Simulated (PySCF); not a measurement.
# Run report: C4H8F2O2Si, excited-state calculation

C4H8F2O2Si, computed with TDDFT CAM-B3LYP/def2-SVPD, vertical, gas phase, core orbitals frozen in the response (PySCF 2.14.0).

The geometry comes from this level: PBE0-D3(BJ)/def2-SVP.

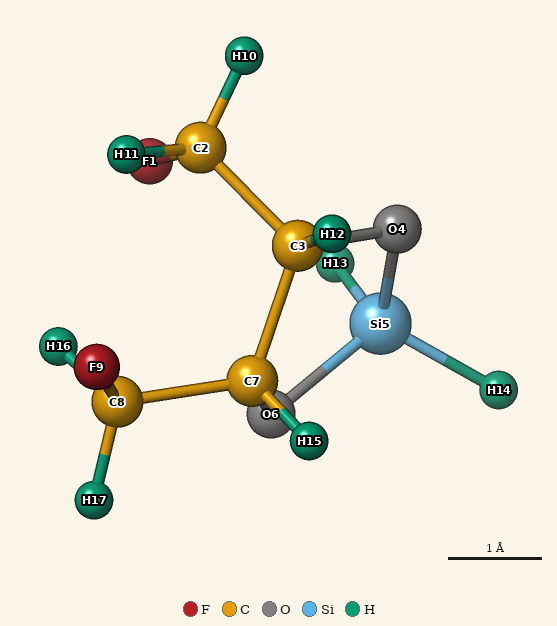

**Figure 1.** The input geometry (ball-and-stick view, seen at a tilt; atoms are numbered from 1 in the order of the input). Bond lengths as drawn: C–C 1.51 to 1.55 Å, C–F 1.38 Å, C–H 1.10 to 1.11 Å, C–O 1.41 to 1.42 Å, H–Si 1.48 to 1.49 Å and O–Si 1.68 Å.

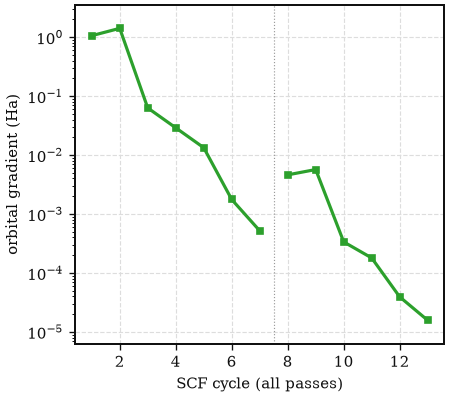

**Figure 2.** Convergence of the self-consistent field: orbital gradient against the SCF cycle. The dotted line marks the change from a coarse to the final integration grid. The first 7 cycles use a coarse grid, the final grid takes over at cycle 8, and the field converges after 13 cycles in all.

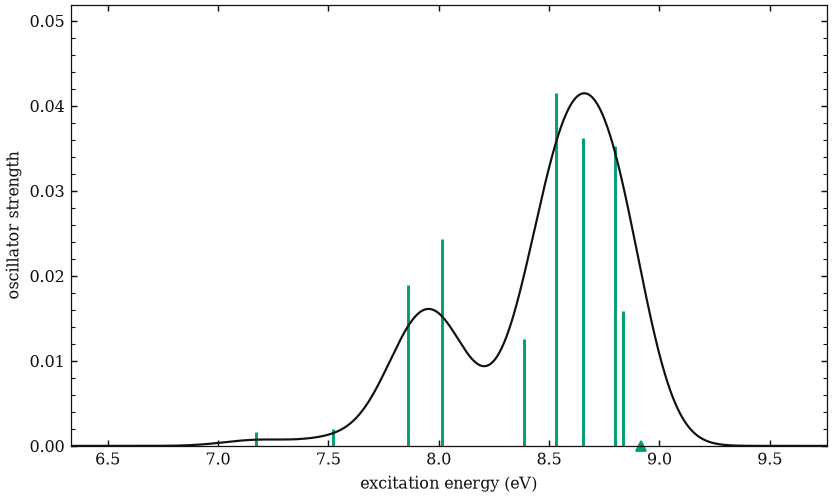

**Figure 3.** Computed excitations as sticks (degenerate states added up, dark ones marked on the axis), with a Gaussian envelope of 0.35 eV full width at half maximum, scaled to the tallest. Of the 10 states the lowest lies at 7.17 eV (f = 0.002); the strongest line is at 8.53 eV, or 145 nm (f = 0.041).

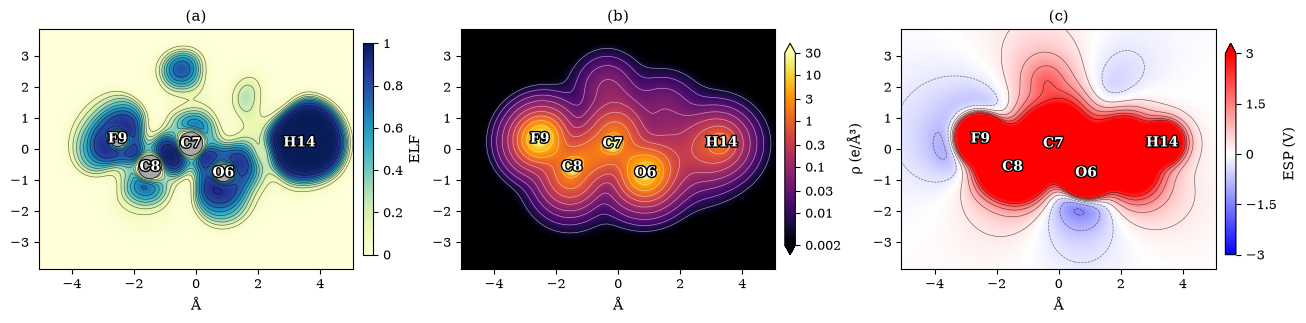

**Figure 4.** (a) ELF; (b) electron density; (c) electrostatic potential on the plane of atoms C7, C8 and F9. Grey discs, where drawn, cover atomic cores. The section cuts through O, C, F and H sites. C–C (1.51 Å): ρ is about 1.8 e/Å³ halfway; the ELF peaks at about 1 between the atoms (localised, shared-pair bonding).

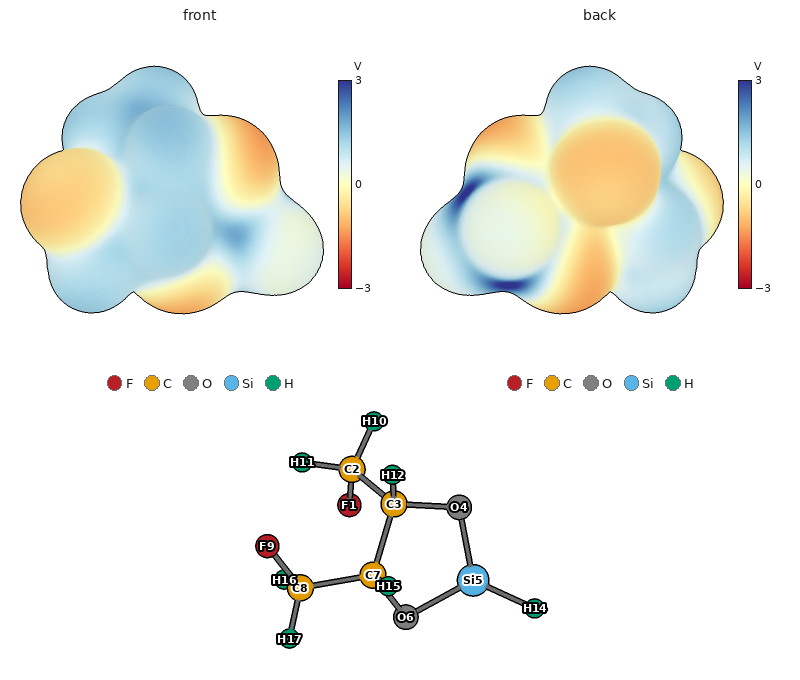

**Figure 5.** The molecular electrostatic potential painted on the density surface at 0.004 e/bohr³, seen at a tilt and from behind; the colour scale runs from red (negative) to blue (positive). The bare structure is drawn below in the same view.

The input and output of the run follow.

**The input**
```
{"job": {"kind": "uv", "xc": "CAM-B3LYP", "basis": "def2-SVPD", "ip": true, "dynamic": false}, "charge": 0, "multiplicity": 1}
F     -0.354863     0.941302     1.477160
C     -0.693144     1.449720     0.241048
C     -1.101327     0.329724    -0.689149
O     -2.277366    -0.292082    -0.204971
Si    -1.881213    -1.674564     0.659219
O     -0.290740    -1.776907     0.135304
C     -0.045775    -0.799369    -0.853406
C      1.392427    -0.342527    -0.728949
F      1.638252     0.636022    -1.665381
H     -1.542699     2.138966     0.369695
H      0.169647     1.999538    -0.167918
H     -1.311397     0.781372    -1.672866
H     -1.949736    -1.536470     2.135411
H     -2.723459    -2.809931     0.197111
H     -0.185228    -1.245149    -1.857180
H      1.573010     0.059208     0.280258
H      2.072416    -1.190414    -0.904614
```

The first line tells a small driver script what to run in PySCF; the rest is the geometry in Å.

Run as:
```bash
OMP_NUM_THREADS=1 python <driver script> task.json out
```

**What the program printed**
```
coarse grid: 15272 points
cycle   1  E = -795.9774712524  dE =  1.386e+00  |g| = 1.058e+00  |ddm| = 6.921e+00
cycle   2  E = -795.8408275256  dE =  1.366e-01  |g| = 1.409e+00  |ddm| = 3.936e+00
cycle   3  E = -796.1832544668  dE = -3.424e-01  |g| = 6.294e-02  |ddm| = 2.039e+00
cycle   4  E = -796.1839697568  dE = -7.153e-04  |g| = 2.894e-02  |ddm| = 1.695e-01
cycle   5  E = -796.1841028691  dE = -1.331e-04  |g| = 1.331e-02  |ddm| = 5.860e-02
cycle   6  E = -796.1841316779  dE = -2.881e-05  |g| = 1.759e-03  |ddm| = 2.046e-02
cycle   7  E = -796.1841323587  dE = -6.808e-07  |g| = 5.181e-04  |ddm| = 4.752e-03
final grid: 145360 points
cycle   8  E = -796.3121425109  dE = -3.853e-05  |g| = 4.604e-03  |ddm| = 1.059e-01
cycle   9  E = -796.3121411833  dE =  1.328e-06  |g| = 5.664e-03  |ddm| = 1.568e-02
cycle  10  E = -796.3121465781  dE = -5.395e-06  |g| = 3.355e-04  |ddm| = 6.549e-03
cycle  11  E = -796.3121465977  dE = -1.952e-08  |g| = 1.791e-04  |ddm| = 9.654e-04
cycle  12  E = -796.3121466046  dE = -6.993e-09  |g| = 3.917e-05  |ddm| = 3.717e-04
cycle  13  E = -796.3121466049  dE = -2.699e-10  |g| = 1.568e-05  |ddm| = 8.326e-05
converged SCF energy = -796.3121466049

Static polarisability (au): isotropic 76.371, principal 69.756 73.724 85.634

Singlet excitations
state   eV       nm        f      main configurations
  1   7.1731    172.8   0.00160   H-1->L 0.75, H->L 0.17
  2   7.5197    164.9   0.00193   H->L 0.71, H-1->L 0.17
  3   7.8603    157.7   0.01898   H->L+1 0.69, H->L+3 0.11
  4   8.0160    154.7   0.02432   H-1->L+1 0.58, H-1->L+3 0.16, H-1->L+2 0.09
  5   8.3856    147.9   0.01256   H->L+2 0.35, H->L+3 0.25, H->L+1 0.16
  6   8.5332    145.3   0.04148   H-1->L+3 0.60, H-1->L+1 0.12, H->L+2 0.09
  7   8.6519    143.3   0.03624   H-2->L 0.86
  8   8.7980    140.9   0.03526   H-2->L+1 0.26, H-1->L+2 0.18, H->L+4 0.13
  9   8.8367    140.3   0.01582   H-2->L+1 0.31, H->L+4 0.24, H-1->L+2 0.12
 10   8.9179    139.0   0.00020   H-3->L 0.38, H-2->L+1 0.21, H->L+5 0.11

Triplet excitations (Tamm-Dancoff, eV): 6.7608 7.2541 7.6446 7.7340
Vertical ionisation energy (delta-SCF) = 10.5022 eV
```

**Summary**

- outcome: converged
- total energy: −796.312147 hartree
- HOMO: −9.74 eV
- LUMO: 0.98 eV
- dipole moment: 0.72 D
- mean polarisability: 76.37 a.u.
- vertical ionisation energy: 10.50 eV
- lowest singlet excitation: 7.17 eV
- hardware: 1 CPU thread, shared host
- wall time: 12 min
- peak memory: 1.5 GiB
